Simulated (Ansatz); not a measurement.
# AlHO2 (singlet): PBE, r2SCAN, PBE0, B3LYP, wB97M-V, B2PLYP, RPA-PBE over vertical spin and charge gaps, cc-pVTZ

Aim: run AlHO2 (singlet) with these functionals over vertical spin and charge gaps, and hold them against the top wave-function level at the same points.

Method: cc-pVTZ, all electrons in the functionals, frozen cores in the correlation of double hybrids and RPA; program: Ansatz 0.2.0, Gaussian basis.

To be run: PBE, r2SCAN, PBE0, B3LYP, wB97M-V, B2PLYP, RPA-PBE, at charge 0, singlet; charge 0, triplet; charge 1, doublet.

3 further runs of the same task are left out: 3 set aside as unsound or not needed. Runs told in other sessions of the task aren't counted.

**1. The geometry**

The geometry is a PBE0/def2-TZVP stationary point (not a proven minimum).

4 atoms, charge 0, spin multiplicity 1.

Atoms are counted from 1 here; the program's logs count them from 0.

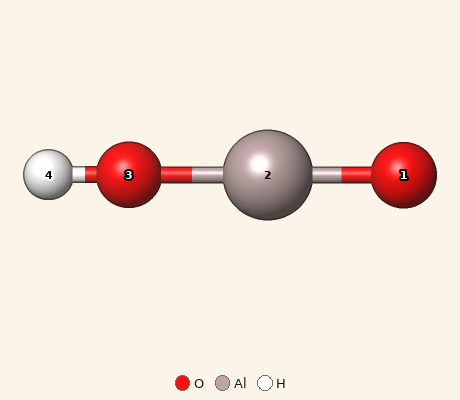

The structure; oxygen red, aluminium light grey, hydrogen white; atoms are numbered from 1 in the order of the file.

No dispersion term is added; wB97M-V holds VV10 nonlocal correlation. B3LYP takes the VWN-RPA correlation.

The geometry shown and the zero of energy belong to the point charge 0, singlet. The yardstick, UCCSDT(Q), and other wave-function levels (R restricted, U unrestricted, valence and pair active spaces) come from earlier runs.

**2. PBE, charge 0, singlet**

The input, in.yaml:

```yaml
crystal:
  periodic: [false, false, false]
  atoms:
    - {symbol: O, position_ang: [0.000000, 0.000000, -2.248625]}
    - {symbol: Al, position_ang: [0.000000, 0.000000, -0.653025]}
    - {symbol: O, position_ang: [0.000000, 0.000000, 0.977875]}
    - {symbol: H, position_ang: [0.000000, 0.000000, 1.923775]}
basis:
  gaussian: {orbitals: cc-pVTZ}
hamiltonian: {xc: {name: PBE}}
output: {orbitals: {seedname: orbitals}}
```

On the command line:

```console
$ ansatz run in.yaml --threads 1 --pin off --events-out ev --progress --plain --max-ram 4096MiB --backend cpu
```

Output:

```text
Functional definition: PBE
  name "PBE"
  cite "Perdew, Burke & Ernzerhof, Phys. Rev. Lett. 77, 3865 (1996) doi:10.1103/PhysRevLett.77.3865"
  parent pbe
  parameter kappa = 0.804
  parameter beta = 0.06672455060314922
  exchange = pbe_x(kappa = kappa, mu = beta*pi^2/3)
  correlation = pbe_c(beta = beta)
667 factors; their error is unknown
mean field evaluation 1: about -10682.7237 eV, gradient 1.1e2 eV
mean field evaluation 2: about -10511.2340 eV, gradient 2.1e2 eV
mean field evaluation 4: about -10697.4637 eV, gradient 4.2e1 eV
mean field evaluation 8: about -10702.0000 eV, gradient 3.5e-1 eV
mean field evaluation 16: about -10701.9810 eV, gradient 1.2e-4 eV
mean field -10701.98096471 eV, -393.2905463899 hartree, gradient 3.9e-5 eV, S^2 0.000000; 0 other end points of the search recorded, 0 dependent functions left out
reference -10701.98100145 eV, -393.2905477399 hartree; 15, 15 occupied and 93, 93 virtual orbitals, 667 factors
Total energy: -10701.98100145 eV, -393.2905477399 hartree
```

Wall time 0.97 s (1 thread of AMD EPYC 7R13, shared host).

**3. PBE, charge 0, triplet**

in.yaml: that of step 2 with these lines changed.

```diff
@@ -9,2 +9,3 @@
   gaussian: {orbitals: cc-pVTZ}
+magnetization: {spin_polarized: true, initial_magnetization: 2}
 hamiltonian: {xc: {name: PBE}}
```

On the command line:

```console
$ ansatz run in.yaml --threads 2 --pin off --events-out ev --progress --plain --max-ram 24576MiB --backend cuda --devices 0, --max-vram 18GiB
```

Output:

```text
Functional definition: PBE
  name "PBE"
  cite "Perdew, Burke & Ernzerhof, Phys. Rev. Lett. 77, 3865 (1996) doi:10.1103/PhysRevLett.77.3865"
  parent pbe
  parameter kappa = 0.804
  parameter beta = 0.06672455060314922
  exchange = pbe_x(kappa = kappa, mu = beta*pi^2/3)
  correlation = pbe_c(beta = beta)
667 factors; their error is unknown
mean field evaluation 1: about -10688.4529 eV, gradient 5.7e1 eV
mean field evaluation 2: about -10603.6722 eV, gradient 1.3e2 eV
mean field evaluation 4: about -10698.0694 eV, gradient 1.4e1 eV
mean field evaluation 8: about -10698.8368 eV, gradient 9.2e-2 eV
mean field evaluation 16: about -10698.8171 eV, gradient 3.5e-5 eV
mean field evaluation 32: about -10698.6263 eV, gradient 2.5e0 eV
mean field evaluation 64: about -10697.6656 eV, gradient 8.3e-1 eV
mean field -10698.81712109 eV, -393.1742772814 hartree, gradient 3.5e-5 eV, S^2 2.003178; 7 other end points of the search recorded, 0 dependent functions left out
reference -10698.81715895 eV, -393.1742786726 hartree; 16, 14 occupied and 92, 94 virtual orbitals, 667 factors
Total energy: -10698.81715895 eV, -393.1742786726 hartree
```

It took 13 s on 1 × H100 (card shared with other runs) with 2 threads of AMD EPYC 7R13, shared host; peak host memory 0.76 GiB.

From the report: ⟨S²⟩ of the determinant 2.003 (pure triplet: 2.00).

From charge 0, singlet: +73.0 kcal/mol.

**4. PBE, charge 1, doublet**

in.yaml: that of step 3 with these lines changed.

```diff
@@ -9,3 +9,4 @@
   gaussian: {orbitals: cc-pVTZ}
-magnetization: {spin_polarized: true, initial_magnetization: 2}
+total_charge: 1
+magnetization: {spin_polarized: true, initial_magnetization: 1}
 hamiltonian: {xc: {name: PBE}}
```

The command is unchanged.

Output:

```text
Functional definition: PBE
  name "PBE"
  cite "Perdew, Burke & Ernzerhof, Phys. Rev. Lett. 77, 3865 (1996) doi:10.1103/PhysRevLett.77.3865"
  parent pbe
  parameter kappa = 0.804
  parameter beta = 0.06672455060314922
  exchange = pbe_x(kappa = kappa, mu = beta*pi^2/3)
  correlation = pbe_c(beta = beta)
667 factors; their error is unknown
mean field evaluation 1: about -10666.8096 eV, gradient 8.9e1 eV
mean field evaluation 2: about -10539.7786 eV, gradient 1.6e2 eV
mean field evaluation 4: about -10671.1420 eV, gradient 6.5e1 eV
mean field evaluation 8: about -10691.9729 eV, gradient 1.4e0 eV
mean field evaluation 16: about -10691.9625 eV, gradient 5.0e-4 eV
mean field evaluation 32: about -10691.9625 eV, gradient 9.2e-6 eV
mean field evaluation 64: about -10690.6614 eV, gradient 3.0e0 eV
mean field -10691.96253650 eV, -392.9223759439 hartree, gradient 6.2e-6 eV, S^2 0.753256; 7 other end points of the search recorded, 0 dependent functions left out
reference -10691.96257599 eV, -392.9223773950 hartree; 15, 14 occupied and 93, 94 virtual orbitals, 667 factors
Total energy: -10691.96257599 eV, -392.9223773950 hartree
```

Wall time 8 s (1 × H100 (card shared with other runs) with 2 threads of AMD EPYC 7R13, shared host); peak host memory 0.77 GiB.

From the report: ⟨S²⟩ of the determinant 0.753 (pure doublet: 0.75).

From charge 0, singlet: +231.0 kcal/mol.

**5. r2SCAN, charge 0, singlet**

in.yaml: that of step 4 with these lines changed.

```diff
@@ -9,5 +9,2 @@
   gaussian: {orbitals: cc-pVTZ}
-total_charge: 1
-magnetization: {spin_polarized: true, initial_magnetization: 1}
-hamiltonian: {xc: {name: PBE}}
-output: {orbitals: {seedname: orbitals}}
+hamiltonian: {xc: {name: r2SCAN}}
```

On the command line:

```console
$ ansatz run in.yaml --threads 1 --pin off --events-out ev --progress --plain --max-ram 4096MiB --backend cpu
```

Output:

```text
Functional definition: r2SCAN
  name "r2SCAN"
  cite "Furness, Kaplan, Ning, Perdew & Sun, J. Phys. Chem. Lett. 11, 8208 (2020) doi:10.1021/acs.jpclett.0c02405"
  cite "Furness, Kaplan, Ning, Perdew & Sun, J. Phys. Chem. Lett. 11, 9248 (2020) doi:10.1021/acs.jpclett.0c03077"
  parent r2scan
  parameter k0 = 0.174
  parameter k1 = 0.065
  parameter a1 = 4.9479
  exchange = r2scan_x(k0 = k0, k1 = k1, a1 = a1)
  correlation = r2scan_c
667 factors; their error is unknown
mean field evaluation 1: about -10690.4640 eV, gradient 9.8e1 eV
mean field evaluation 2: about -10541.7316 eV, gradient 2.0e2 eV
mean field evaluation 4: about -10704.7607 eV, gradient 3.0e1 eV
mean field evaluation 8: about -10707.2633 eV, gradient 5.0e-2 eV
mean field evaluation 16: about -10707.2454 eV, gradient 1.2e-5 eV
mean field -10707.24536521 eV, -393.4840095400 hartree, gradient 1.2e-5 eV, S^2 0.000000; 0 other end points of the search recorded, 0 dependent functions left out
reference -10707.24537727 eV, -393.4840099831 hartree; 15, 15 occupied and 93, 93 virtual orbitals, 667 factors
Total energy: -10707.24537727 eV, -393.4840099831 hartree
```

Run time: 2 s. Hardware: 1 thread of AMD EPYC 7R13, shared host.

**6. r2SCAN, charge 0, triplet**

in.yaml: that of step 5 with these lines changed.

```diff
@@ -9,2 +9,4 @@
   gaussian: {orbitals: cc-pVTZ}
+magnetization: {spin_polarized: true, initial_magnetization: 2}
 hamiltonian: {xc: {name: r2SCAN}}
+output: {forces: true}
```

On the command line:

```console
$ ansatz run in.yaml --threads 2 --pin off --events-out ev --progress --plain --max-ram 24576MiB --backend cuda --devices 0, --max-vram 18GiB
```

Output, cut to the lines that bear on the results:

```text
Functional definition: r2SCAN
  name "r2SCAN"
  cite "Furness, Kaplan, Ning, Perdew & Sun, J. Phys. Chem. Lett. 11, 8208 (2020) doi:10.1021/acs.jpclett.0c02405"
  cite "Furness, Kaplan, Ning, Perdew & Sun, J. Phys. Chem. Lett. 11, 9248 (2020) doi:10.1021/acs.jpclett.0c03077"
  parent r2scan
[...]
667 factors; their error is unknown
[...]
mean field -10704.28350266 eV, -393.3751630988 hartree, gradient 1.1e-5 eV, S^2 2.007728; 2 other end points of the search recorded, 0 dependent functions left out
[...]
reference -10704.28351900 eV, -393.3751636992 hartree; 16, 14 occupied and 92, 94 virtual orbitals, 667 factors
Total energy: -10704.28351900 eV, -393.3751636992 hartree
Atom 0 at     0.000000     0.000000    -2.248625 Å, force    -0.000000     0.000000    -6.057374 eV/Å
Atom 1 at     0.000000     0.000000    -0.653025 Å, force     0.000000    -0.000000     4.677116 eV/Å
Atom 2 at     0.000000     0.000000     0.977875 Å, force    -0.000000     0.000000     0.928358 eV/Å
Atom 3 at     0.000000     0.000000     1.923775 Å, force     0.000000     0.000000     0.451899 eV/Å
Dipole moment:     0.000000     0.000000     0.399045 e Å
```

Wall time 10 s (1 × H100 (card shared with other runs) with 2 threads of AMD EPYC 7R13, shared host); peak host memory 0.79 GiB.

From the report: ⟨S²⟩ of the determinant 2.008 (pure triplet: 2.00).

From charge 0, singlet: +68.3 kcal/mol.

**7. r2SCAN, charge 1, doublet**

in.yaml: that of step 6 with these lines changed.

```diff
@@ -9,4 +9,4 @@
   gaussian: {orbitals: cc-pVTZ}
-magnetization: {spin_polarized: true, initial_magnetization: 2}
+total_charge: 1
+magnetization: {spin_polarized: true, initial_magnetization: 1}
 hamiltonian: {xc: {name: r2SCAN}}
-output: {forces: true}
```

Launched as before.

Output:

```text
Functional definition: r2SCAN
  name "r2SCAN"
  cite "Furness, Kaplan, Ning, Perdew & Sun, J. Phys. Chem. Lett. 11, 8208 (2020) doi:10.1021/acs.jpclett.0c02405"
  cite "Furness, Kaplan, Ning, Perdew & Sun, J. Phys. Chem. Lett. 11, 9248 (2020) doi:10.1021/acs.jpclett.0c03077"
  parent r2scan
  parameter k0 = 0.174
  parameter k1 = 0.065
  parameter a1 = 4.9479
  exchange = r2scan_x(k0 = k0, k1 = k1, a1 = a1)
  correlation = r2scan_c
667 factors; their error is unknown
mean field evaluation 1: about -10676.1205 eV, gradient 8.2e1 eV
mean field evaluation 2: about -10583.9599 eV, gradient 1.5e2 eV
mean field evaluation 4: about -10679.9295 eV, gradient 5.8e1 eV
mean field evaluation 8: about -10697.4707 eV, gradient 7.5e-1 eV
mean field evaluation 16: about -10697.4554 eV, gradient 1.1e-3 eV
mean field evaluation 32: about -10697.4554 eV, gradient 4.1e-3 eV
mean field -10697.45543561 eV, -393.1242362630 hartree, gradient 2.3e-5 eV, S^2 0.754077; 3 other end points of the search recorded, 0 dependent functions left out
reference -10697.45545221 eV, -393.1242368728 hartree; 15, 14 occupied and 93, 94 virtual orbitals, 667 factors
Total energy: -10697.45545221 eV, -393.1242368728 hartree
```

It took 12 s on 1 × H100 (card shared with other runs) with 2 threads of AMD EPYC 7R13, shared host; peak host memory 0.79 GiB.

From the report: ⟨S²⟩ of the determinant 0.754 (pure doublet: 0.75).

From charge 0, singlet: +225.8 kcal/mol.

**8. PBE0, charge 0, singlet**

in.yaml: that of step 7 with these lines changed.

```diff
@@ -9,4 +9,3 @@
   gaussian: {orbitals: cc-pVTZ}
-total_charge: 1
-magnetization: {spin_polarized: true, initial_magnetization: 1}
-hamiltonian: {xc: {name: r2SCAN}}
+hamiltonian: {xc: {name: PBE0}}
+output: {orbitals: {seedname: orbitals}}
```

On the command line:

```console
$ ansatz run in.yaml --threads 1 --pin off --events-out ev --progress --plain --max-ram 4096MiB --backend cpu
```

Output:

```text
Functional definition: PBE0
  name "PBE0"
  cite "Adamo & Barone, J. Chem. Phys. 110, 6158 (1999) doi:10.1063/1.478522"
  cite "Perdew, Burke & Ernzerhof, Phys. Rev. Lett. 77, 3865 (1996) doi:10.1103/PhysRevLett.77.3865"
  parent pbe
  parameter a = 0.25
  parameter kappa = 0.804
  parameter beta = 0.06672455060314922
  exchange = (1 - a)*pbe_x(kappa = kappa, mu = beta*pi^2/3) + a*exact_x
  correlation = pbe_c(beta = beta)
679 factors; their error is unknown
mean field evaluation 1: about -10688.0704 eV, gradient 9.0e1 eV
mean field evaluation 2: about -10572.7120 eV, gradient 1.9e2 eV
mean field evaluation 4: about -10701.5981 eV, gradient 1.6e1 eV
mean field evaluation 8: about -10702.2415 eV, gradient 1.6e-1 eV
mean field evaluation 16: about -10702.2574 eV, gradient 6.8e-5 eV
mean field -10702.25742350 eV, -393.3007060629 hartree, gradient 6.8e-5 eV, S^2 0.000000; 0 other end points of the search recorded, 0 dependent functions left out
reference -10702.25745188 eV, -393.3007071059 hartree; 15, 15 occupied and 93, 93 virtual orbitals, 679 factors
Total energy: -10702.25745188 eV, -393.3007071059 hartree
```

It took 1.4 s on 1 thread of AMD EPYC 7R13, shared host.

**9. PBE0, charge 0, triplet**

in.yaml: that of step 8 with these lines changed.

```diff
@@ -9,3 +9,4 @@
   gaussian: {orbitals: cc-pVTZ}
+magnetization: {spin_polarized: true, initial_magnetization: 2}
 hamiltonian: {xc: {name: PBE0}}
-output: {orbitals: {seedname: orbitals}}
+output: {forces: true, orbitals: {seedname: orbitals}}
```

On the command line:

```console
$ ansatz run in.yaml --threads 2 --pin off --events-out ev --progress --plain --max-ram 24576MiB --backend cuda --devices 0, --max-vram 18GiB
```

Output, cut to the lines that bear on the results:

```text
Functional definition: PBE0
  name "PBE0"
  cite "Adamo & Barone, J. Chem. Phys. 110, 6158 (1999) doi:10.1063/1.478522"
  cite "Perdew, Burke & Ernzerhof, Phys. Rev. Lett. 77, 3865 (1996) doi:10.1103/PhysRevLett.77.3865"
  parent pbe
[...]
679 factors; their error is unknown
[...]
mean field -10699.39185360 eV, -393.1953983114 hartree, gradient 3.5e-5 eV, S^2 2.004387; 1 other end points of the search recorded, 0 dependent functions left out
[...]
reference -10699.39188269 eV, -393.1953993805 hartree; 16, 14 occupied and 92, 94 virtual orbitals, 679 factors
Total energy: -10699.39188269 eV, -393.1953993805 hartree
Atom 0 at     0.000000     0.000000    -2.248625 Å, force     0.000000     0.000000    -5.984857 eV/Å
Atom 1 at     0.000000     0.000000    -0.653025 Å, force    -0.000000     0.000000     4.700053 eV/Å
Atom 2 at     0.000000     0.000000     0.977875 Å, force    -0.000000    -0.000000     0.965061 eV/Å
Atom 3 at     0.000000     0.000000     1.923775 Å, force     0.000000     0.000000     0.319743 eV/Å
Dipole moment:     0.000000     0.000000     0.387409 e Å
```

Wall time 10 s (1 × H100 (card shared with other runs) with 2 threads of AMD EPYC 7R13, shared host); peak host memory 0.79 GiB.

From the report: ⟨S²⟩ of the determinant 2.004 (pure triplet: 2.00).

From charge 0, singlet: +66.1 kcal/mol.

**10. PBE0, charge 1, doublet**

in.yaml: that of step 9 with these lines changed.

```diff
@@ -9,4 +9,5 @@
   gaussian: {orbitals: cc-pVTZ}
-magnetization: {spin_polarized: true, initial_magnetization: 2}
+total_charge: 1
+magnetization: {spin_polarized: true, initial_magnetization: 1}
 hamiltonian: {xc: {name: PBE0}}
-output: {forces: true, orbitals: {seedname: orbitals}}
+output: {orbitals: {seedname: orbitals}}
```

Launched as before.

Output:

```text
Functional definition: PBE0
  name "PBE0"
  cite "Adamo & Barone, J. Chem. Phys. 110, 6158 (1999) doi:10.1063/1.478522"
  cite "Perdew, Burke & Ernzerhof, Phys. Rev. Lett. 77, 3865 (1996) doi:10.1103/PhysRevLett.77.3865"
  parent pbe
  parameter a = 0.25
  parameter kappa = 0.804
  parameter beta = 0.06672455060314922
  exchange = (1 - a)*pbe_x(kappa = kappa, mu = beta*pi^2/3) + a*exact_x
  correlation = pbe_c(beta = beta)
679 factors; their error is unknown
mean field evaluation 1: about -10674.3528 eV, gradient 7.6e1 eV
mean field evaluation 2: about -10612.8183 eV, gradient 1.3e2 eV
mean field evaluation 4: about -10691.7678 eV, gradient 1.6e1 eV
mean field evaluation 8: about -10692.5621 eV, gradient 9.6e-2 eV
mean field evaluation 16: about -10692.5621 eV, gradient 2.7e-5 eV
mean field -10692.56213958 eV, -392.9444109508 hartree, gradient 2.7e-5 eV, S^2 0.752964; 1 other end points of the search recorded, 0 dependent functions left out
reference -10692.56216877 eV, -392.9444120234 hartree; 15, 14 occupied and 93, 94 virtual orbitals, 679 factors
Total energy: -10692.56216877 eV, -392.9444120234 hartree
```

It took 7.5 s on 1 × H100 (card shared with other runs) with 2 threads of AMD EPYC 7R13, shared host; peak host memory 0.78 GiB.

From the report: ⟨S²⟩ of the determinant 0.753 (pure doublet: 0.75).

From charge 0, singlet: +223.6 kcal/mol.

The fields below are evaluated on a grid from the run's orbitals.

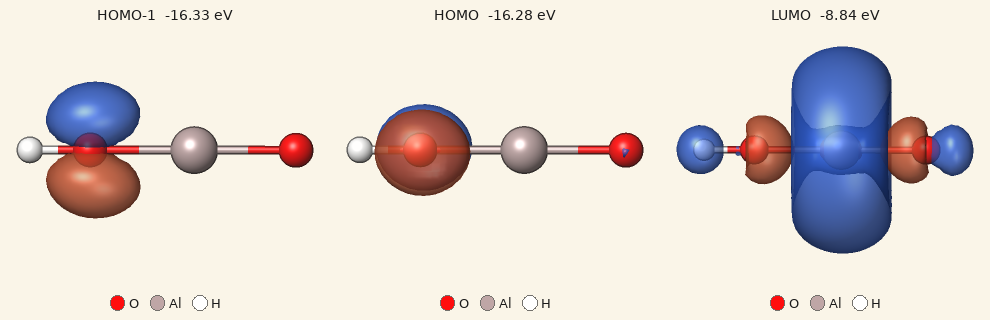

Frontier orbitals at PBE0/cc-pVTZ (alpha spin); each surface holds 70 % of the orbital's density, blue and red mark the sign.

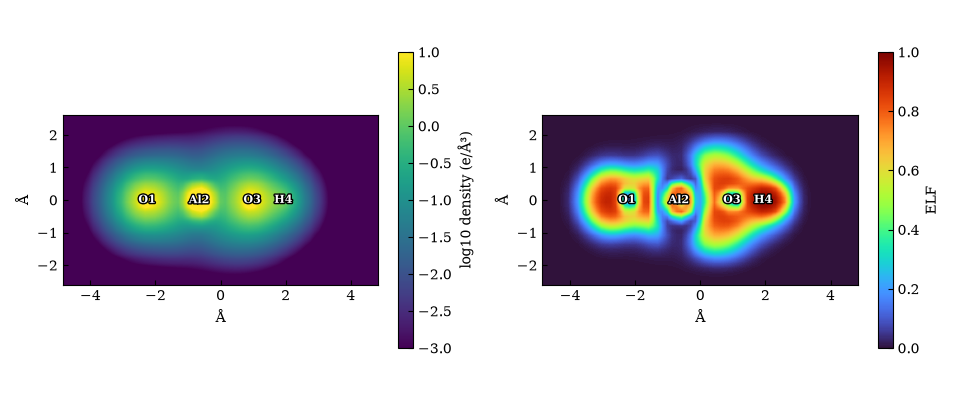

Density (left) and ELF (right) in a plane through or near 4 of the atoms.

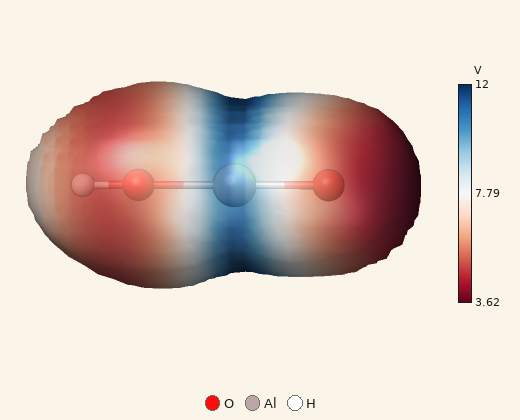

Electrostatic potential on the surface of density 0.002 e/bohr³; red is low, blue high. It runs from 3.62 V near O1 to 11.96 V near Al2.

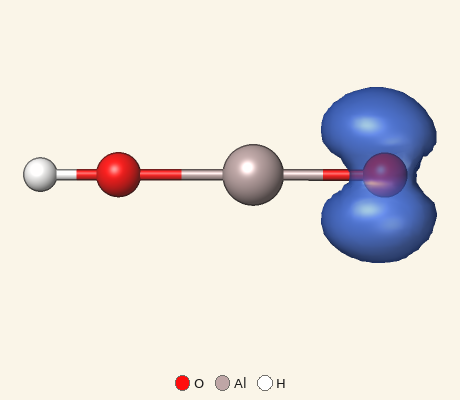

Spin density at ±0.09 e/Å³ (alpha excess blue, beta excess red).

**11. B3LYP, charge 0, singlet**

in.yaml: that of step 10 with these lines changed.

```diff
@@ -9,5 +9,2 @@
   gaussian: {orbitals: cc-pVTZ}
-total_charge: 1
-magnetization: {spin_polarized: true, initial_magnetization: 1}
-hamiltonian: {xc: {name: PBE0}}
-output: {orbitals: {seedname: orbitals}}
+hamiltonian: {xc: {name: B3LYP}}
```

On the command line:

```console
$ ansatz run in.yaml --threads 1 --pin off --events-out ev --progress --plain --max-ram 4096MiB --backend cpu
```

Output, cut to the lines that bear on the results:

```text
Functional definition: B3LYP
  name "B3LYP"
  cite "Stephens, Devlin, Chabalowski & Frisch, J. Phys. Chem. 98, 11623 (1994) doi:10.1021/j100096a001"
  cite "Becke, Phys. Rev. A 38, 3098 (1988) doi:10.1103/PhysRevA.38.3098"
  cite "Lee, Yang & Parr, Phys. Rev. B 37, 785 (1988) doi:10.1103/PhysRevB.37.785"
  cite "Vosko, Wilk & Nusair, Can. J. Phys. 58, 1200 (1980) doi:10.1139/p80-159"
[...]
679 factors; their error is unknown
[...]
mean field -10710.48965074 eV, -393.6032348339 hartree, gradient 6.2e-5 eV, S^2 0.000000; 0 other end points of the search recorded, 0 dependent functions left out
reference -10710.48985575 eV, -393.6032423681 hartree; 15, 15 occupied and 93, 93 virtual orbitals, 679 factors
Total energy: -10710.48985575 eV, -393.6032423681 hartree
```

It took 1.3 s on 1 thread of AMD EPYC 7R13, shared host.

**12. B3LYP, charge 0, triplet**

in.yaml: that of step 11 with these lines changed.

```diff
@@ -9,2 +9,3 @@
   gaussian: {orbitals: cc-pVTZ}
+magnetization: {spin_polarized: true, initial_magnetization: 2}
 hamiltonian: {xc: {name: B3LYP}}
```

On the command line:

```console
$ ansatz run in.yaml --threads 2 --pin off --events-out ev --progress --plain --max-ram 24576MiB --backend cuda --devices 0, --max-vram 18GiB
```

Output, cut to the lines that bear on the results:

```text
Functional definition: B3LYP
  name "B3LYP"
  cite "Stephens, Devlin, Chabalowski & Frisch, J. Phys. Chem. 98, 11623 (1994) doi:10.1021/j100096a001"
  cite "Becke, Phys. Rev. A 38, 3098 (1988) doi:10.1103/PhysRevA.38.3098"
  cite "Lee, Yang & Parr, Phys. Rev. B 37, 785 (1988) doi:10.1103/PhysRevB.37.785"
  cite "Vosko, Wilk & Nusair, Can. J. Phys. 58, 1200 (1980) doi:10.1139/p80-159"
[...]
679 factors; their error is unknown
[...]
mean field -10707.48610069 eV, -393.4928564054 hartree, gradient 1.9e-5 eV, S^2 2.003079; 1 other end points of the search recorded, 0 dependent functions left out
reference -10707.48630270 eV, -393.4928638293 hartree; 16, 14 occupied and 92, 94 virtual orbitals, 679 factors
Total energy: -10707.48630270 eV, -393.4928638293 hartree
```

It took 7.5 s on 1 × H100 (card shared with other runs) with 2 threads of AMD EPYC 7R13, shared host; peak host memory 0.78 GiB.

From the report: ⟨S²⟩ of the determinant 2.003 (pure triplet: 2.00).

From charge 0, singlet: +69.3 kcal/mol.

**13. B3LYP, charge 1, doublet**

in.yaml: that of step 12 with these lines changed.

```diff
@@ -9,3 +9,4 @@
   gaussian: {orbitals: cc-pVTZ}
-magnetization: {spin_polarized: true, initial_magnetization: 2}
+total_charge: 1
+magnetization: {spin_polarized: true, initial_magnetization: 1}
 hamiltonian: {xc: {name: B3LYP}}
```

Launched as before.

Output, cut to the lines that bear on the results:

```text
Functional definition: B3LYP
  name "B3LYP"
  cite "Stephens, Devlin, Chabalowski & Frisch, J. Phys. Chem. 98, 11623 (1994) doi:10.1021/j100096a001"
  cite "Becke, Phys. Rev. A 38, 3098 (1988) doi:10.1103/PhysRevA.38.3098"
  cite "Lee, Yang & Parr, Phys. Rev. B 37, 785 (1988) doi:10.1103/PhysRevB.37.785"
  cite "Vosko, Wilk & Nusair, Can. J. Phys. 58, 1200 (1980) doi:10.1139/p80-159"
[...]
679 factors; their error is unknown
[...]
mean field -10700.61377279 eV, -393.2403030134 hartree, gradient 6.3e-5 eV, S^2 0.752981; 1 other end points of the search recorded, 0 dependent functions left out
reference -10700.61397584 eV, -393.2403104753 hartree; 15, 14 occupied and 93, 94 virtual orbitals, 679 factors
Total energy: -10700.61397584 eV, -393.2403104753 hartree
```

It took 9 s on 1 × H100 (card shared with other runs) with 2 threads of AMD EPYC 7R13, shared host; peak host memory 0.78 GiB.

From the report: ⟨S²⟩ of the determinant 0.753 (pure doublet: 0.75).

From charge 0, singlet: +227.7 kcal/mol.

(Part 1 of 2 ends here.)
